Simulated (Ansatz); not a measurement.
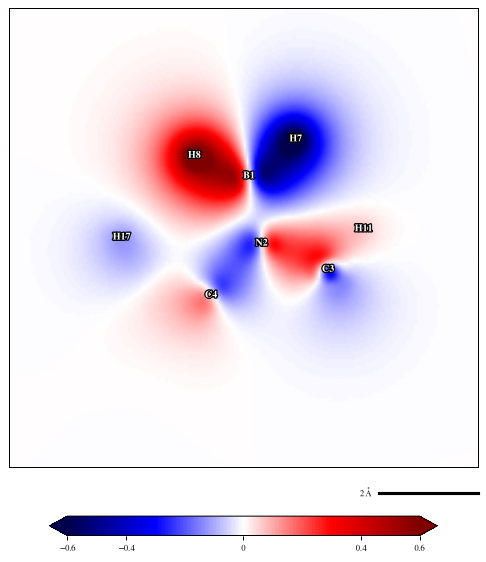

Figure. C$_{4}$H$_{12}$BN (SMILES BN(C)C(C)C). The HOMO−1 on the plane of atoms B1, N2 and C4 (values in Å⁻³ᐟ²; the overall sign is arbitrary).

Geometry: PBE0-D4/def2-TZVP.

Level of theory: RKS PBE0-D4/def2-TZVPP in Ansatz 0.2.0.

```tsv
atom	x (Å)	y (Å)	z (Å)
B	-0.8187	-0.9192	1.4663
N	-0.2717	-0.7689	0.2020
C	0.1429	-1.9089	-0.5889
C	0.0087	0.5113	-0.4564
C	1.4528	0.9370	-0.2234
C	-0.9536	1.6131	-0.0571
H	-0.9590	-2.0282	1.8974
H	-1.1399	0.0347	2.1098
H	-0.4054	-1.9439	-1.5371
H	1.2116	-1.8667	-0.8245
H	-0.0507	-2.8272	-0.0376
H	-0.1247	0.3324	-1.5316
H	2.1581	0.1562	-0.5149
H	1.6891	1.8337	-0.8011
H	1.6085	1.1593	0.8353
H	-0.7864	2.4866	-0.6911
H	-0.8084	1.9173	0.9803
H	-1.9905	1.2929	-0.1754
```

> Describe this orbital and give its energy.

Its weight (Hirshfeld) is mainly on B1 (about 35 %), H8 (about 25 %) and H7 (about 25 %). Its energy is −8.65 eV.
